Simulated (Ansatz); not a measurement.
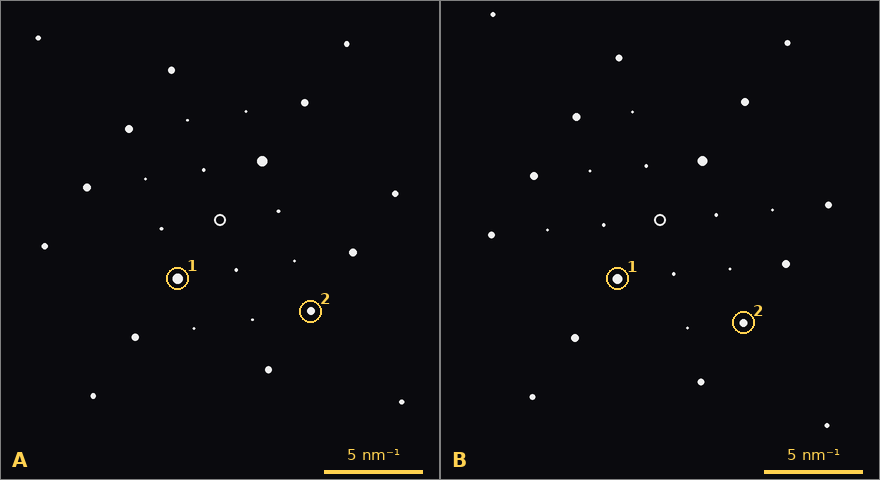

Kinematic electron diffraction patterns (120 kV, B = 0.5 Å², same scale) along [001] of the run's own cell, for the start and the end of one relaxation of Ag2Sb with DFT PBE, scalar-relativistic, plane waves, PAW in Ansatz 0.2.0. k mesh 18×18×18. The start is a generated model structure, and the relaxation ends in the nearest stationary point of its symmetry, not necessarily the ground state. Spot 1 is -1 1 0 and spot 2 is -2 -1 0 in both.

Start structure:

```
Ag Sb
1.0
    -1.87998    1.91096    4.37782
     1.87998   -1.91096    4.37782
     1.87998    1.91096   -4.37782
Ag Sb
2 1
Direct
  0.66638 0.66638 0.00000
  0.33362 0.33362 0.00000
  0.00000 0.00000 0.00000
```

**Which pattern belongs to the start structure, and which to the relaxed one?**

B is the start: its cell gives d(1) = 2.680 Å, d(2) = 1.471 Å and an angle of 74.9°. A is the relaxed structure, with d(1) = 2.695 Å (+0.5 %), d(2) = 1.515 Å (+3.0 %) and 80.7°.

**What did the relaxation do to the structure and the energy?**

The volume changed by +0.7 % to 21.12 Å³ an atom; the fractional coordinates hardly changed; the space group stayed Immm (No. 71); the free energy fell by 5.6 meV an atom. Relaxed cell: a = 5.106 Å, b = 5.106 Å, c = 5.106 Å, α = 139.12°, β = 132.49°, γ = 64.44°.
